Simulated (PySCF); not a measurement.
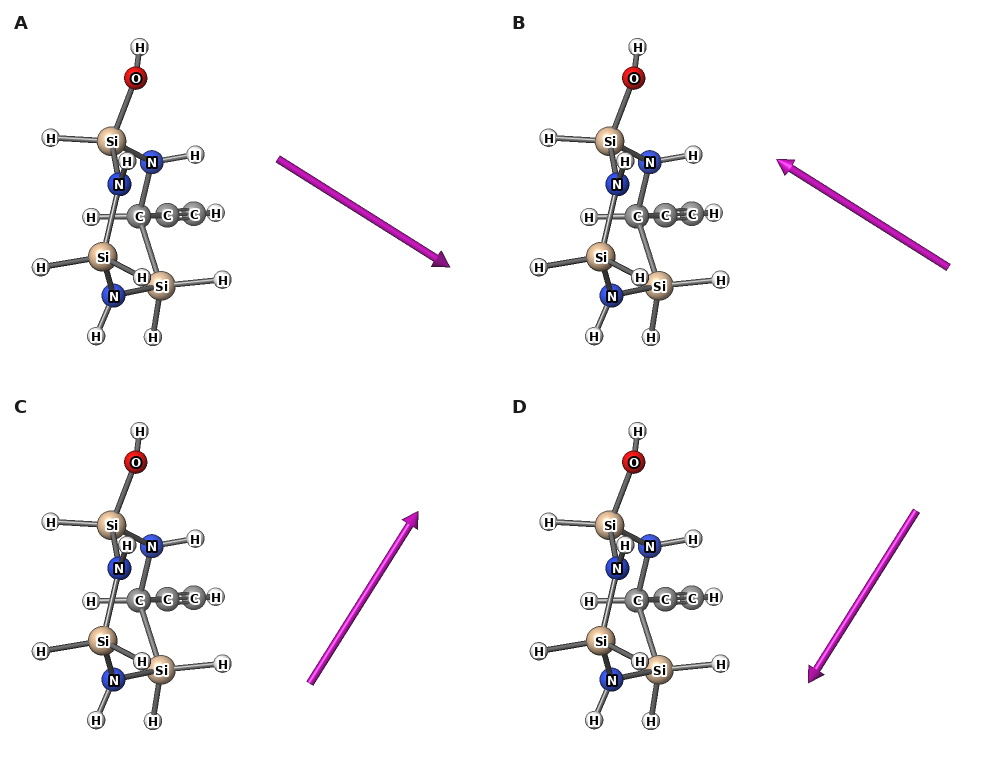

The same molecule four times, each with an arrow. The geometry was computed by an optimisation with GFN2-xTB. No frequency run is at hand to confirm it as a minimum. Level of theory: PBE0/pcSseg-1, gas phase (PySCF 2.14.0).

Question: Which arrow points along the dipole moment, from the negative to the positive end?

Answer: A. The dipole moment is 0.31 D.

The geometry is semi-empirical. Around Si such bond lengths and angles can be off by a tenth of an ångström or more and by several degrees, and values that hang on the shape move with them.
